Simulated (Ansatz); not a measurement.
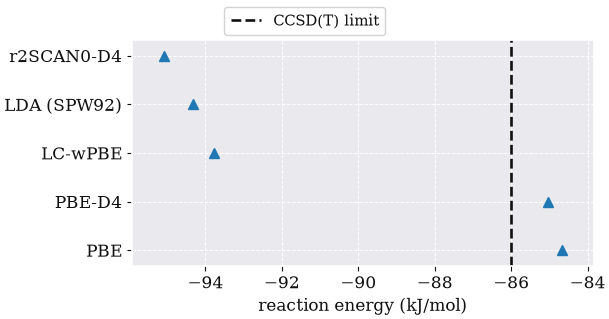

Electronic reaction energy of SiH₂S ([SiH]S) [singlet] + SbH₃O₂ ([OH][SbH][OH]) → SiH₂SO (O[Si]S) [singlet] + SbH₃O ([OH][SbH2]) (SMILES in brackets) at several levels (functionals in def2-TZVPP unless a basis is named), isolated molecules at PBE0-D4 triple-zeta geometries, minima by their frequencies, no zero-point or thermal terms, the Ansatz code 0.2.0. The line is frozen-core CCSD(T) at the basis limit (MP2 extrapolated from triple and quadruple zeta, plus CCSD(T) less MP2 in a smaller set). No dispersion term is added to LC-wPBE and PBE. Core potentials past Kr. The limit lies 6.5 kJ/mol from CCSD(T)/def2-TZVPP, so the line itself is uncertain by a part of that.

Q: What do zero-point energy and temperature add?

A: Zero-point change −2.2 kJ/mol; at 298.15 K and 1 bar the CCSD(T) limit plus thermal terms gives an enthalpy of reaction of −87.7 and a free energy of −89.1 kJ/mol (harmonic PBE0-D4 modes, ideal gas).

Q: What range do the values span, the line included?

A: From −95.1 kJ/mol (r2SCAN0-D4) to −84.7 kJ/mol (PBE).

Known limits of this run: outer-core shells are correlated without core-valence functions, which makes the correlated values less sure; spin-orbit coupling is left out, and with Sb it can shift these values.
